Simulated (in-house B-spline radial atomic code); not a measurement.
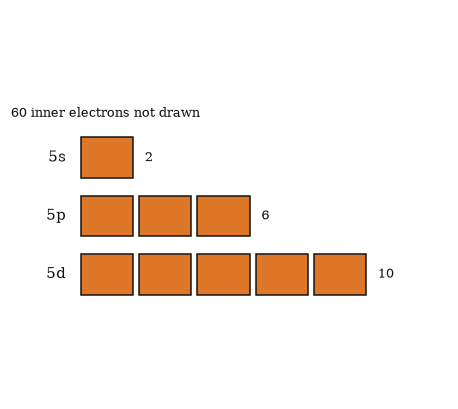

**Figure 1.** The outer shells of the closed core: a box for each of the 2l + 1 orbitals, shaded by the share of the shell that is filled, with the electron count at the right.

## Run report: Bi³⁺, many-body perturbation calculation

- system: Bi³⁺, core [Xe] 4f14 5d10.
- method: configuration interaction of two valence electrons with many-body perturbation theory for the core (screened one- and two-electron correlation potentials), Breit and QED, no-pair Dirac, B-spline basis (in-house B-spline radial atomic code)

Results in brief:

```tsv
quantity	value
outcome	converged
hardware	1 CPU thread, shared host
wall time	3.4 min
```

Input file:
```
basis_form = 3
Z = 83
core_configuration = [Xe] 4f14 5d10
rms_radius = 5.5211
mass_number = 209
speed_of_light = 137.035999084
box_radius = 18.0
lmax = 6
intervals = 63
virtual_cutoff = 13778.0
```

Launched within a batch (the task file carries these settings):
```bash
python <driver script> task.json out
```

The program writes its results to a structured record and prints no log; tables and figures of this report are taken from that record.

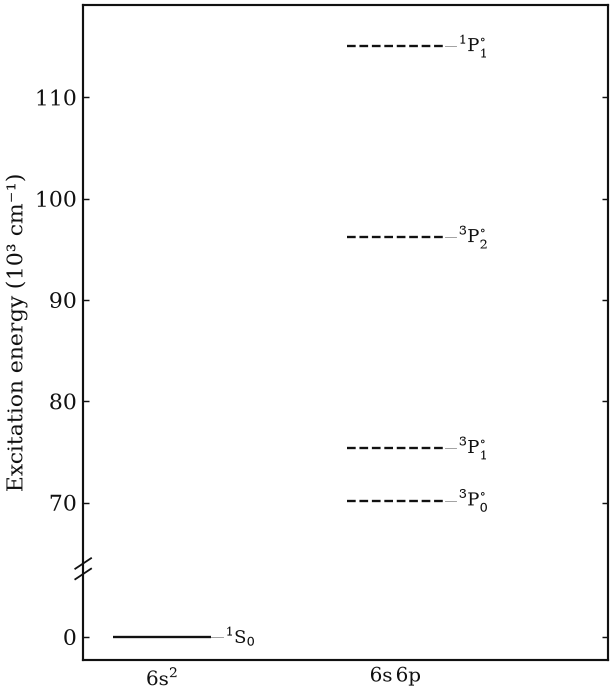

**Figure 2.** Levels of Bi³⁺ (bismuth, Z = 83), two electrons outside the core [Xe] 4f¹⁴ 5d¹⁰. CI+MBPT: configuration interaction in the frozen-core Dirac–Hartree–Fock potential with screened core-valence correlation, Breit and QED terms; computed with a B-spline radial code. The lowest level is 6s² ¹S₀. The first excited level, 6s 6p ³P°₀, lies at 70,200 cm⁻¹. It is also the lowest level of opposite parity. The ionisation energy is 44.74 eV, against 42.88 eV from CI without core-valence correlation and a measured value of 45.37 eV.

```csv
Level,E (cm⁻¹)
6s² ¹S₀,0
6s 6p ³P°₀,"70,190"
6s 6p ³P°₁,"75,360"
6s 6p ³P°₂,"96,180"
6s 6p ¹P°₁,"115,000"
```
